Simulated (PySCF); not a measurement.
# C$_{3}$H$_{6}$OS, SMILES `CSCC=O`: electronic structure

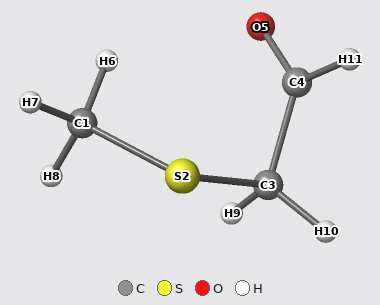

The molecule, with its atoms numbered as below. No frequency check shows the geometry to be a minimum.

Geometry (Å), atoms numbered from 1:

```
C1      -1.2703    1.2060   -0.1870
S2      -1.0912   -0.5335    0.2874
C3       0.4574   -0.9289   -0.6136
C4       1.4545   -0.2382    0.2554
O5       1.8611    0.8780    0.0680
H6      -0.3366    1.7298    0.0043
H7      -2.0629    1.6179    0.4284
H8      -1.5397    1.2686   -1.2378
H9       0.3963   -0.5234   -1.6217
H10      0.5555   -2.0104   -0.6144
H11      1.7071   -0.8029    1.1706
```

## 1. Excited states

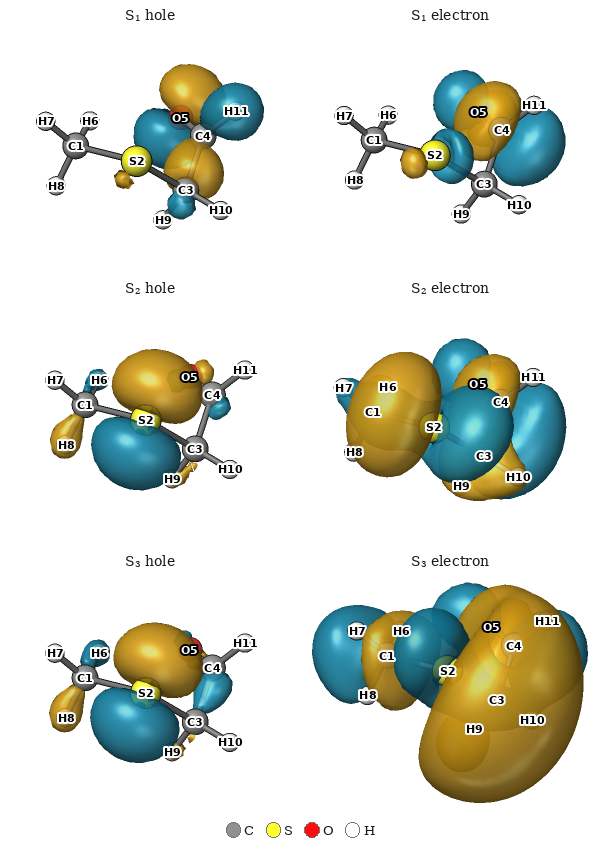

Leading natural transition orbitals (TDA singlet states).

Level of theory: LC-wPBE/6-311+G** (PySCF), at a geometry from GFN2-xTB.

Question: Describe these excited states.

Answer: By state:
- S₁: 4.36 eV (284 nm), f = 0.006; the leading pair carries 99 %; hole on O5 (59 %), C4 (13 %) and C3 (10 %), electron on C4 (44 %), O5 (31 %) and S2 (10 %); their centroids lie 0.4 Å apart.
- S₂: 5.53 eV (224 nm), f = 0.019; the leading pair carries 95 %; hole on S2 (73 %), O5 (6 %) and C1 and C3 (5 % each), electron on S2 (41 %), C4 (17 %) and C3 (14 %); their centroids lie 0.6 Å apart.
- S₃: 6.39 eV (194 nm), f = 0.050, diffuse (Rydberg-like) orbital; the leading pair carries 96 %; hole on S2 (73 %) and C1 and C3 (5 % each), electron on S2 (36 %), C4 (14 %) and C1 and C3 (11 % each) (atom shares of so diffuse an orbital are rough); their centroids lie 0.6 Å apart.

## 2. In an electric field

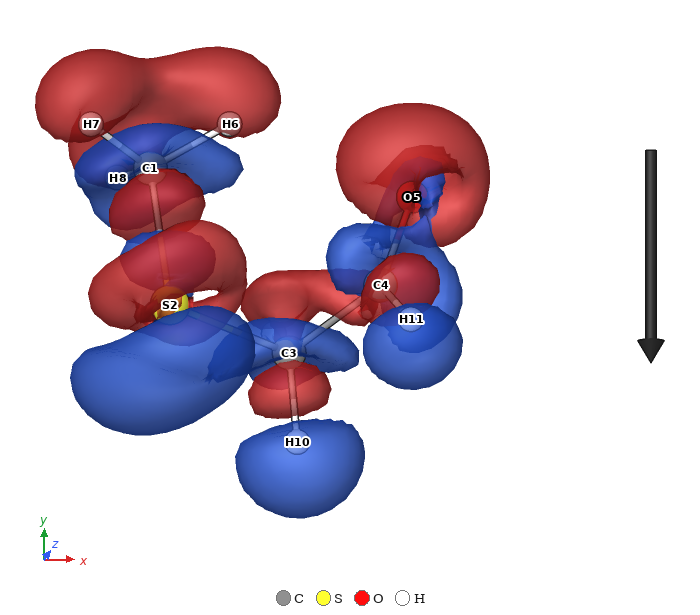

Change of the electron density in a uniform field of 0.10 V/Å along −y (arrow), surfaces at ±0.0008 e/Å³ (red: gain, blue: loss).

PySCF calculation, B3LYP/def2-SVPD, gas phase; geometry: GFN2-xTB.

Question: What dipole is induced, and what polarisability does it imply?

Answer: The induced dipole is 0.33 D (along the field); α along this axis, from the fields in both directions, is 64 bohr³ (9.5 Å³).

Question: Which atoms gain and lose the most charge?

Answer: Electrons gather most on O5 (Hirshfeld charge changes by −0.006 e) and leave S2 most (+0.007 e); 0.030 electrons are displaced in all.

## 3. Localised orbitals

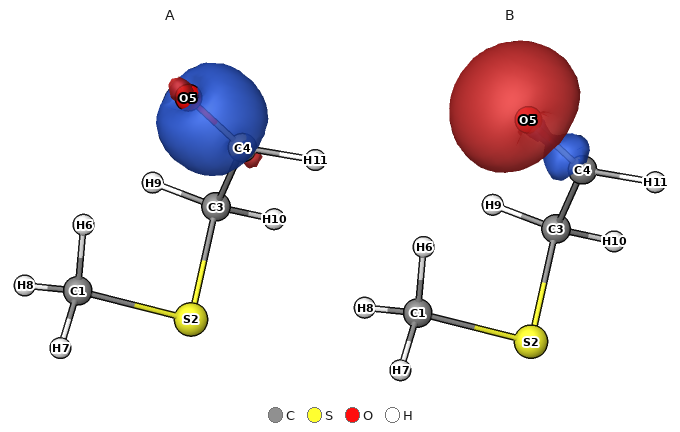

Pipek–Mezey orbitals, occupied; each surface holds about 85 % of the orbital's density. Energies are diagonal elements of the Fock matrix.

PySCF calculation, B3LYP/def2-SVP, gas phase; geometry: GFN2-xTB.

Question: Name the orbitals, with their atomic make-up and energies.

Answer: By panel:
- A: σ bond O5–C4 (O5 60 %, C4 39 %; −24.9 eV)
- B: lone pair on O5 (sp0.7-type) (O5 99 %; −15.3 eV)

Question: How do all the valence pairs divide up?

Answer: 15 pairs: 10 σ bonds, 4 lone pairs and 1 two-centre π bond.

The PySCF runs shown took 9.2 min, 94 s and 29 s on 1 thread of Intel(R) Xeon(R) Processor @ 2.50GHz (Skylake/Cascade Lake), with other jobs on the host.
